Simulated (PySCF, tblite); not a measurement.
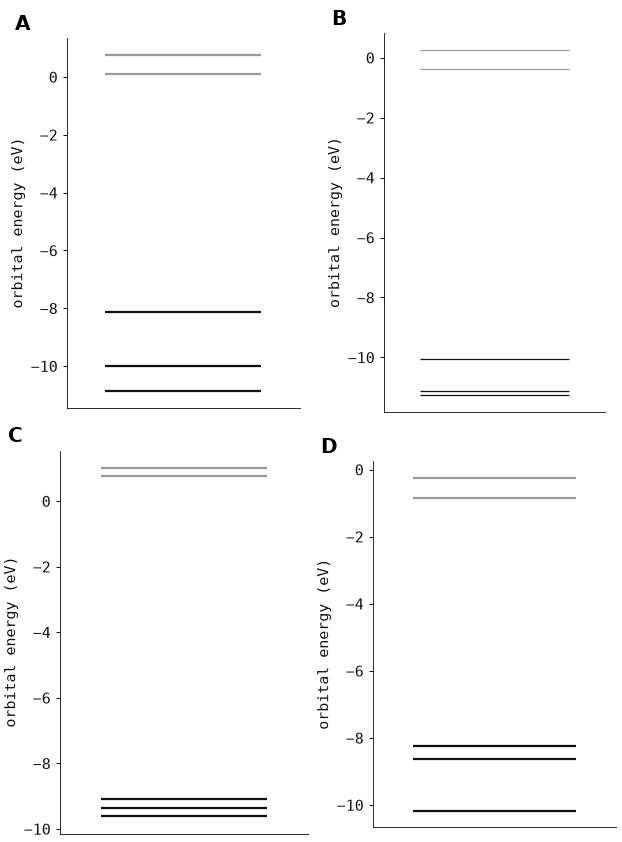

Kohn-Sham orbital energies near the frontier, CAM-B3LYP/def2-SVPD, PySCF 2.14.0, at a GFN2-xTB geometry (a minimum by its frequencies), isolated molecule; empty levels in grey, levels within 0.03 eV side by side.

Question: Assign the panels.
1. C₅H₉BO₂, SMILES C=CC(=C)CB(O)O
2. C₅H₆N₂OSi, SMILES C=C[C@@H](C#N)O[SiH2]C#N
3. C₄H₅NSe₂Si, SMILES C#C[SiH2][Se][Se]CC#N
4. C₃H₁₁ClOSi₂, SMILES COC[SiH2][SiH2]CCl

Answer: A: 1 (HOMO −8.12 eV, LUMO 0.11 eV)
B: 2 (HOMO −10.04 eV, LUMO −0.38 eV)
C: 4 (HOMO −9.10 eV, LUMO 0.77 eV)
D: 3 (HOMO −8.23 eV, LUMO −0.85 eV)

Limits of at least one run: empty levels above zero depend strongly on the basis; one conformer of a flexible molecule; spin-orbit coupling is left out, and with Se it can shift these levels and split any degenerate set; the tight-binding geometry is rougher than a DFT one and adds to the error.
